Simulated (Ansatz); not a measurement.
CuGeH2NO

```xyz
6

Cu   -0.4300   -2.2359    0.3291
Ge    0.5734   -0.5791    1.7082
N    -1.5054   -2.2890   -1.0926
O     0.7024   -2.2806    1.8234
H    -1.1603   -1.9070   -1.9751
H    -2.4600   -1.9395   -0.9903
```

Geometry: r2SCAN-D4/def2-SVP.

Method: Ansatz, isolated molecule in a Gaussian basis; Kohn-Sham density functional theory, functional PBE0.

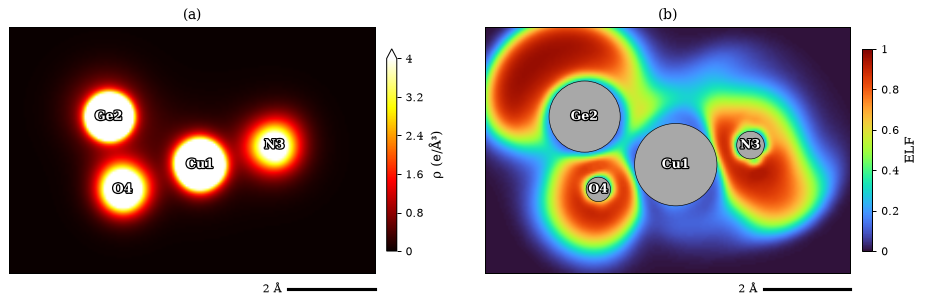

Figure 1. (a) total electron density; (b) electron localisation function on the plane of atoms Cu1, O4 and Ge2. Grey discs cover the atomic cores in the ELF map.

**What does the map show?**

- The section cuts through Cu, Ge, N and O sites.
- Ge–O (1.71 Å): the density is about 1.2 e/Å³ at the midpoint; the ELF peaks at about 0.80 in the valence shell of O, 0.6 Å from its nucleus, and is about 0.25 at the midpoint.
- Cu–N (1.78 Å): ρ is about 0.99 e/Å³ halfway; the ELF peaks at about 0.90 in the valence shell of N, 0.6 Å from its nucleus, and is about 0.30 at the midpoint.
- Cu–O (1.88 Å): the density is about 0.72 e/Å³ at the midpoint; the ELF peaks at about 0.85 in the valence shell of O, 0.6 Å from its nucleus, and is about 0.20 at the midpoint.
- Cu–Ge (2.38 Å): ρ at the midpoint is about 0.41 e/Å³; the ELF is about 0.30 at the midpoint.

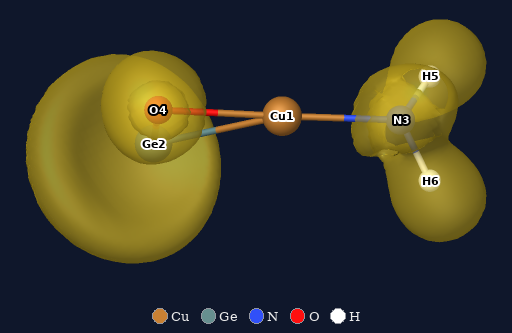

Figure 2. Isosurface of the ELF at 0.75 (yellow), seen from one side. Only the valence region is drawn (cores and ρ < 0.01 e/Å³ removed).

**What do the ELF domains correspond to?**

At this value the surface marks out one lobe on Ge, pointing away from the bonds (lone pairs), one region wrapped around O (its valence shell) and one joined region spread over several atoms (H, N), in which their bonds and any lone pairs are merged.

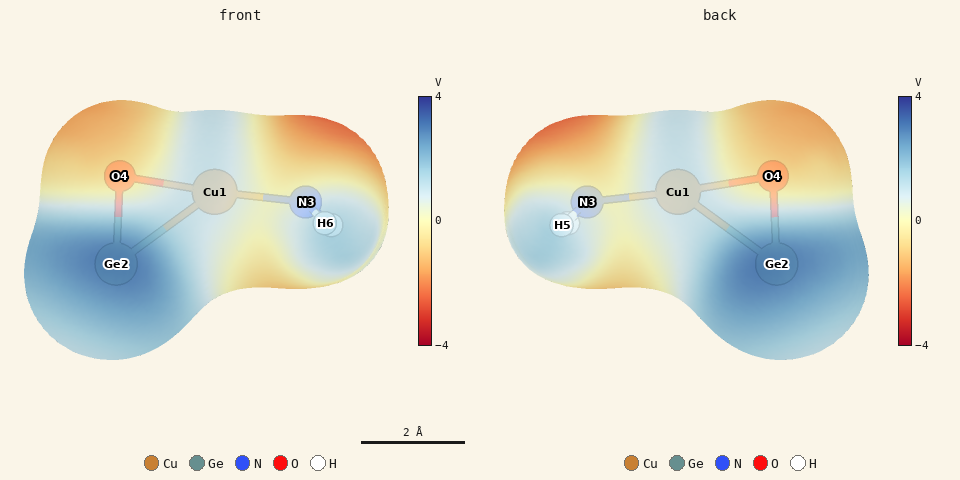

Figure 3. The molecular electrostatic potential painted on the density surface at 0.004 e/bohr³, seen from the front and from behind; the colour scale runs from red (negative) to blue (positive).

**Describe the electrostatic potential map.**

The most negative region (about −2.3 V) lies over N3, the most positive (about +3.1 V) over Ge2. N3 is the likeliest acceptor of a hydrogen bond.

**How polar is the molecule by this calculation?**

Its dipole moment is 3.64 D.
